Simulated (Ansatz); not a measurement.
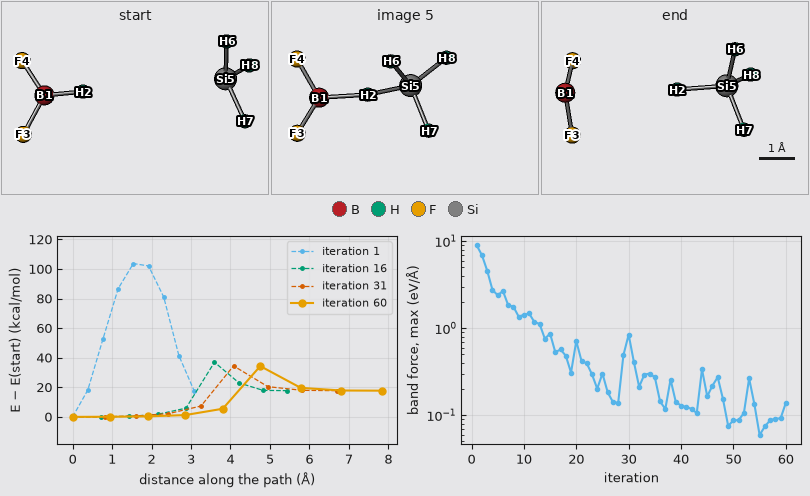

A nudged-elastic-band calculation for BSiH₄F₂ (multiplicity 2), made up at the start of BHF2 and SiH3. Images are numbered from 0 (start) to 8 (end). The plot follows the band through its iterations. The picture is a ball-and-stick view, seen at a tilt.

These are results of UHF/def2-SVP in Ansatz 0.2.0, not measurements. Settings: 7 movable images; climbing image; force threshold 0.05 eV/Å; iteration limit 60; starting path by straight interpolation.

Q: How did the profile develop, and is the result final?

A: The result isn't final. The band hadn't converged when the run stopped after 60 iterations. The largest component of the band force went from 9 to 0.14 eV/Å. The barrier read from it is provisional, though the highest image hardly moved in the last two iterations. The straight starting path can push atoms close together and costs iterations. The first iteration put the highest image at 103.7 kcal/mol. The energy climbs by 34.3 kcal/mol to image 5 and then falls by 16.6 kcal/mol, so the end point sits at +17.7 kcal/mol.

Limits of the set-up: the start holds two separate molecules, 4.6 Å apart at their closest, whose relative position is a soft coordinate and is computed without a dispersion correction; Hartree-Fock leaves out electron correlation.

Cost: 5.1 min on 2 threads of Arm Neoverse V1, on a shared host, peak memory 0.22 GiB.
